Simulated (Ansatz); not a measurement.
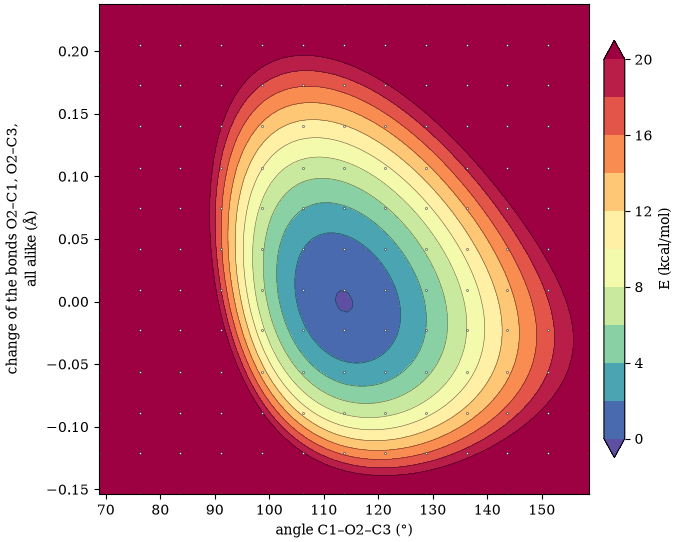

C2H5FOS, SMILES COC(F)S. First axis: angle C1–O2–C3. Second axis: change of the bonds O2–C1, O2–C3, all alike. Nothing is relaxed (all other coordinates rigid). The scan uses a 13 × 13 grid. Points are written as (first, second). Energies are in kcal/mol, from the lowest grid point. Level of theory: Ansatz 0.2.0, RKS PBE-D4/def2-SVP.

Drawn: filled contours, dots at the grid points, one colour for all values above the top of the scale. Between grid points the surface is interpolated.

Where is the minimum, and how stiff is the well along each coordinate?

Answer. The interpolated minimum is at angle C1–O2–C3 ≈ 113.7°, the second coordinate ≈ 0.000 Å. The curvatures there are about 6.6 eV/rad² and 71 eV/Å², with a cross term of about 5.3 eV/(rad·Å). Round the minimum the valley is somewhat tilted: raising angle C1–O2–C3 shifts the best value of the second coordinate downwards (coupling k₁₂/√(k₁₁k₂₂) about 0.2). (1 eV is 23.1 kcal/mol.)
